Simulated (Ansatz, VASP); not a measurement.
# Cross-check of BN (BN(110)) between VASP and Ansatz, part 3 of 3

Wanted: the spread between two codes on one cell, functional and k mesh. Of the first pair: The structure shown is the end of the VASP relaxation below. Valence electrons are named where the data sets of a main pair hold unlike numbers.

VASP 6.6.1 and Ansatz 0.2.0.

So far: The starting structure; VASP: relaxation, PBE; Ansatz: single point, PBE; Comparison; Ansatz: band structure, PBE.

**6. VASP: band structure, PBE**

Level of this step: PBE; plane waves and PAW (B, N) (VASP).

The same cell, functional, mesh and smearing now go to VASP, with its own data sets.

The input, INCAR:

```
SYSTEM = BN
PREC = Normal
ENCUT = 440
EDIFF = 1E-06
NELM = 120
ISMEAR = 0
SIGMA = 0.03
LREAL = Auto
ALGO = Fast
GGA = PE
NBANDS = 54
LORBIT = 11
LWAVE = .FALSE.
LCHARG = .TRUE.
KPAR = 4
IDIPOL = 3
LDIPOL = .TRUE.
DIPOL = 0.5 0.5 0.5
LVHAR = .TRUE.
LVACPOTAV = .TRUE.
NEDOS = 1500
```

The input, POSCAR:

```
BN
1.0
    2.5635602994      0.0000000000      0.0000000000
    0.0000000000      3.6254217434      0.0000000000
    0.0000000000      0.0000000000     26.2542411977
B N
9 9
Direct
    0.0000000000      0.0483727685      0.3127490177
    0.5000000000      0.4988551026      0.3511326894
    0.0000000000      0.9976305131      0.4026790427
    0.5000000000      0.4947850503      0.4509564470
    0.0000000000      0.9953156419      0.5000000000
    0.5000000000      0.4947850503      0.5490435530
    0.0000000000      0.9976305131      0.5973209573
    0.5000000000      0.4988551026      0.6488673106
    0.0000000000      0.0483727685      0.6872509823
    0.0000000000      0.7416491882      0.3520721715
    0.5000000000      0.2317859648      0.3044851559
    0.0000000000      0.7449072591      0.4509993346
    0.5000000000      0.2467729057      0.4022340379
    0.0000000000      0.7449072591      0.5490006654
    0.5000000000      0.2451668533      0.5000000000
    0.0000000000      0.7416491882      0.6479278285
    0.5000000000      0.2467729057      0.5977659621
    0.5000000000      0.2317859648      0.6955148441
```

The input, KPOINTS:

```
Automatic mesh
0
Gamma
9 7 1
0 0 0
```

The input, KPOINTS_OPT:

```
Line mode
14
Line-mode
Reciprocal
  0.00000000   0.00000000   0.00000000 GAMMA
  0.50000000   0.00000000   0.00000000 X

  0.50000000   0.00000000   0.00000000 X
  0.50000000   0.50000000   0.00000000 S

  0.50000000   0.50000000   0.00000000 S
  0.00000000   0.50000000   0.00000000 Y

  0.00000000   0.50000000   0.00000000 Y
  0.00000000   0.00000000   0.00000000 GAMMA

  0.00000000   0.00000000   0.00000000 GAMMA
  0.50000000   0.50000000   0.00000000 S
```

The projector-augmented-wave data sets are B and N (PBE family, release 64).

On the command line:

```bash
$ mpirun -np 4 vasp_std
```

Numbers of over 12 decimals in the logs are rounded to 6 here.

The program printed:

```text
[... set-up lines as in an earlier step ...]
 entering main loop
       N       E                     dE             d eps       ncg     rms          rms(c)
DAV:   1     0.449561656274E+03    0.44956E+03   -0.31957E+04  2168   0.104E+03
DAV:   2    -0.118784427170E+03   -0.56835E+03   -0.54413E+03  2900   0.282E+02
DAV:   3    -0.162935657868E+03   -0.44151E+02   -0.43750E+02  2648   0.822E+01
DAV:   4    -0.164144644334E+03   -0.12090E+01   -0.12069E+01  3128   0.146E+01
[...]
RMM:  22    -0.153848219052E+03   -0.77344E-05   -0.57015E-07  2080   0.282E-03    0.224E-03
RMM:  23    -0.153848224832E+03   -0.57802E-05   -0.12496E-06  2110   0.385E-03    0.961E-04
RMM:  24    -0.153848225555E+03   -0.72312E-06   -0.12596E-07  1916   0.161E-03
 -----------------------------------------------------------------------------
|                                                                             |
|           W    W    AA    RRRRR   N    N  II  N    N   GGGG   !!!           |
|           W    W   A  A   R    R  NN   N  II  NN   N  G    G  !!!           |
[...]
1 F= -.15384823E+03 E0= -.15384823E+03  d E =-.275288E-13
 Start KPOINTS_OPT (optional k-point list driver)
k-point batch [1-20\70]
       N       E                     dE             ncg
DAV:   1    -0.818524300067E+03   -0.35869E+05     2160
DAV:   2    -0.111916481403E+05   -0.10373E+05     2810
DAV:   3    -0.120584328082E+05   -0.86678E+03     2600
DAV:   4    -0.120808081078E+05   -0.22375E+02     2952
DAV:   5    -0.120812383140E+05   -0.43021E+00     2800
DAV:   6    -0.120812514621E+05   -0.13148E-01     2976
DAV:   7    -0.120812519146E+05   -0.45249E-03     2824
DAV:   8    -0.120812519327E+05   -0.18043E-04     2760
DAV:   9    -0.120812519334E+05   -0.75714E-06     1984
[...]
k-point batch [61-70\70]
       N       E                     dE             ncg
DAV:   1     0.558750684298E+03   -0.22457E+05     1080
DAV:   2    -0.457337193469E+04   -0.51321E+04     1464
DAV:   3    -0.496731254363E+04   -0.39394E+03     1320
DAV:   4    -0.497664517484E+04   -0.93326E+01     1496
DAV:   5    -0.497685363556E+04   -0.20846E+00     1416
DAV:   6    -0.497686042715E+04   -0.67916E-02     1480
DAV:   7    -0.497686068259E+04   -0.25543E-03     1408
DAV:   8    -0.497686069306E+04   -0.10474E-04     1416
DAV:   9    -0.497686069349E+04   -0.42689E-06     1088
```

OUTCAR, selected parts (step 6):

```text
  Total       -3.9989164      0.8792454     -2.1263401      0.0000000      0.0000000      0.0000000
  in kB      -26.2573783      5.7732336    -13.9618113      0.0000000      0.0000000      0.0000000
  external PRESSURE =     -11.4819853 kB  Pullay stress =       0.0000000 kB

 POSITION                                       TOTAL-FORCE (eV/Angst)
 -----------------------------------------------------------------------------------
      0.00000      0.17537      8.21099         0.000000     -0.021772      0.016486
      1.28178      1.80856      9.21872         0.000000     -0.000970      0.009203
      0.00000      3.61683     10.57203         0.000000      0.012168     -0.019278
      1.28178      1.79380     11.83952         0.000000      0.007155      0.012458
      0.00000      3.60844     13.12712         0.000000      0.024030      0.000000
      1.28178      1.79380     14.41472         0.000000      0.007155     -0.012458
      0.00000      3.61683     15.68221         0.000000      0.012168      0.019278
      1.28178      1.80856     17.03552         0.000000     -0.000970     -0.009203
      0.00000      0.17537     18.04325         0.000000     -0.021772     -0.016486
      0.00000      2.68879      9.24339         0.000000      0.001616      0.004792
      1.28178      0.84032      7.99403         0.000000     -0.012273      0.017470
      0.00000      2.70060     11.84065         0.000000      0.000344      0.016778
      1.28178      0.89466     10.56035         0.000000     -0.007776      0.015924
      0.00000      2.70060     14.41360         0.000000      0.000344     -0.016778
[...]
-----------------------------------------------------------------------------------
    total drift:                                0.000000     -0.011577     -0.000021

  FREE ENERGIE OF THE ION-ELECTRON SYSTEM (eV)
  ---------------------------------------------------
  free  energy   TOTEN  =      -153.8482255554 eV

  energy  without entropy=     -153.8482255554  energy(sigma->0) =     -153.84822556

[... 2 parts as in an earlier step ...]

[... 1 further part left out ...]
[key lines of the parts left out:]
E-fermi :  -0.2941
```

**7. Differences**

The two programs side by side:

```tsv
quantity	Ansatz	VASP	difference
gap over the path points (eV)	2.481	2.464	+0.016
```

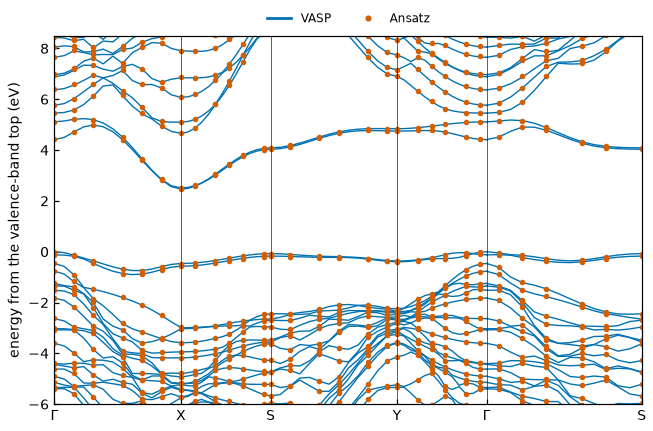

Bands from VASP (lines) and levels from Ansatz (dots). Dots without a line are higher empty bands that the VASP plot leaves out.

Levels at points of the path, from each program's valence-band top (eV; 4 filled, then empty):

```tsv
k (reciprocal lattice)	Ansatz	VASP
0.000 0.000 0.000	-0.76 -0.45 -0.12 0.00 4.43 5.12 5.46	-0.77 -0.46 -0.12 0.00 4.41 5.11 5.45
0.077 0.000 0.000	-1.17 -0.90 -0.17 -0.14 4.73 5.22 5.58	-1.18 -0.91 -0.17 -0.13 4.71 5.21 5.58
0.154 0.000 0.000	-1.84 -1.47 -0.46 -0.36 4.99 5.20 6.13	-1.85 -1.48 -0.46 -0.36 4.99 5.20 6.13
0.269 0.000 0.000	-2.82 -1.80 -0.86 -0.69 4.42 4.51 6.15	-2.83 -1.80 -0.86 -0.69 4.41 4.51 6.14
0.346 0.000 0.000	-3.15 -2.09 -0.89 -0.74 3.61 3.66 5.44	-3.16 -2.10 -0.88 -0.74 3.60 3.65 5.43
0.423 0.000 0.000	-3.41 -2.50 -0.71 -0.59 2.84 2.85 4.96	-3.42 -2.51 -0.70 -0.59 2.83 2.84 4.95
0.500 0.000 0.000	-3.02 -2.98 -0.58 -0.47 2.48 2.53 4.68	-3.03 -2.99 -0.57 -0.46 2.46 2.51 4.66
0.500 0.077 0.000	-3.00 -2.97 -0.56 -0.45 2.59 2.61 4.88	-3.01 -2.98 -0.55 -0.44 2.58 2.60 4.86
0.500 0.192 0.000	-2.93 -2.91 -0.46 -0.35 3.04 3.07 5.81	-2.94 -2.91 -0.44 -0.34 3.02 3.06 5.80
0.500 0.269 0.000	-2.91 -2.81 -0.36 -0.26 3.41 3.46 6.56	-2.92 -2.82 -0.35 -0.25 3.40 3.45 6.54
```

At this near-relaxed geometry the largest component of a force difference is 32 meV/Å. Among the levels compared at these points, filled levels agree within 12 meV and empty ones within 19 meV. With vacuum in the cell, a pressure given here is an average over mostly empty space and none of the material.

**8. Results**

```yaml
difference_in_gap_on_the_k_mesh_single_point_pbe: 0.015 eV
r_m_s_force_difference_single_point_pbe: 9.6 meV/Å
largest_difference_of_a_filled_level_at_the_path_points_band_structure_pbe: 12 meV
r_m_s_force_difference_band_structure_pbe: 9.6 meV/Å
```

In words: The r.m.s. force difference is 9.6 meV/Å (single point, PBE), within the 12 meV/Å picked in this series as the mark of a large difference. Such differences can come from data sets, numerical settings and the points named under the comparisons, not from the functional's error against experiment.

[Lines on the potential files, build, host, timing and source positions are cut from VASP's logs without a mark.]

[Logs are printed without paths, hosts, clocks, repeated set-up lines and the standing remarks that a program may print on its own settings, such as how far it seeks lower states.]

[Hosts, paths, dates, database ids (printed as entryN), source tags and the programs' standing remarks are cut or masked in the printed files.]
